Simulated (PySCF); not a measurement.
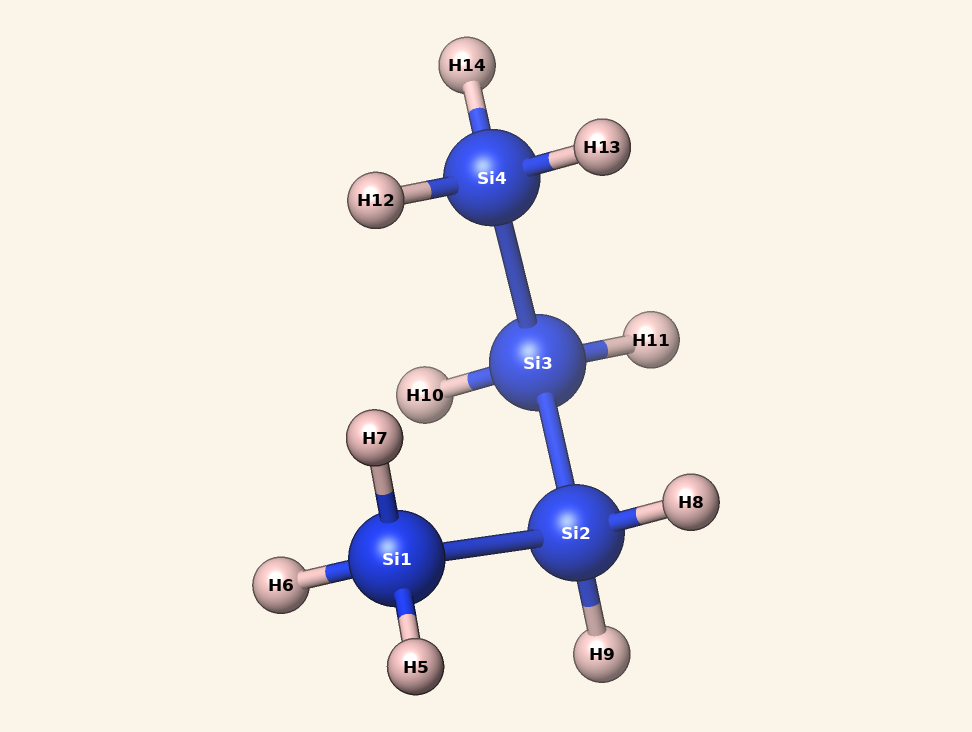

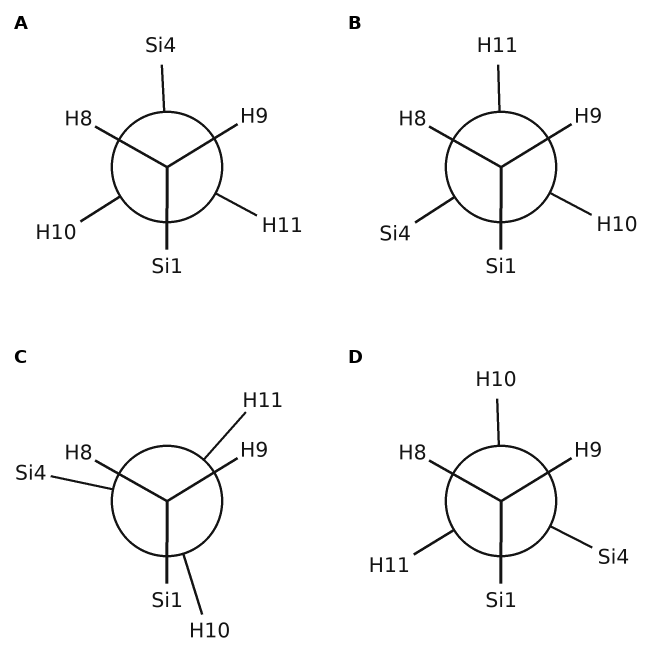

Distant atoms are faded towards the background colour. Bonds that would overlap in a projection are set slightly apart. The computed structure is the end point of a PBE0-D3(BJ)/def2-SVP optimisation. No frequency run is at hand to confirm it as a minimum.

**Which Newman projection shows the view along Si2–Si3, with Si2 in front?**

B. The torsion angle Si1–Si2–Si3–Si4 is 57°, synclinal (gauche).
